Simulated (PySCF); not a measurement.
# C4H10GeO: the cost of one run

Computed with PySCF 2.14.0 and routines of our own; the level stands in each step. Atoms count from 0.

### 1 The system as given

16 atoms, charge 0, multiplicity 1; geometry from: GFN2-xTB.

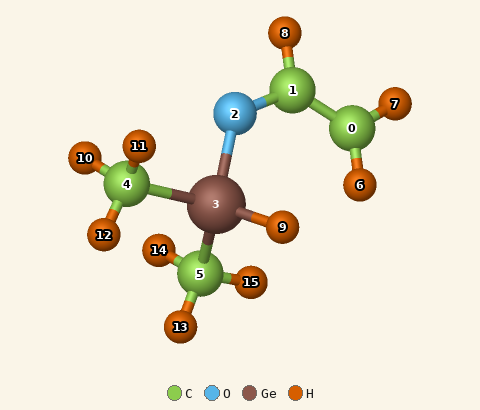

The starting geometry (carbon green, oxygen blue, germanium brown, hydrogen orange).

### 2 Geometry optimisation at PBE0-D3(BJ)/def2-SVP

The job: settings as JSON, then the geometry in Å.

```
{"job": {"xc": "PBE0", "basis": "def2-SVP", "d3": "d3bj", "grid": 1, "kind": "geom"}, "charge": 0, "multiplicity": 1}
C      2.634968    -0.195880     0.478624
C      2.007793     0.757887    -0.186928
O      0.688622     1.018286    -0.194510
Ge    -0.653583     0.095805     0.557655
C     -2.169012     1.288215     0.155568
C     -0.762985    -1.690025    -0.298466
H      2.096593    -0.881500     1.113363
H      3.700797    -0.306814     0.415479
H      2.548922     1.455837    -0.819418
H     -0.359872    -0.006224     2.050212
H     -2.213321     1.475126    -0.914131
H     -2.056551     2.242319     0.662679
H     -3.108861     0.841066     0.466298
H     -1.656648    -2.214879     0.023652
H     -0.806249    -1.567734    -1.377768
H      0.101788    -2.302543    -0.060731
```

Launch:

```bash
$ OMP_NUM_THREADS=1 python excited_run.py task.json out
```

This one command runs all jobs of the session in turn.

**Question.** How long does this first job take on 1 thread of Arm Neoverse N1, shared host, and how much memory does it need?

About 85 s, with a peak of 0.64 GiB.
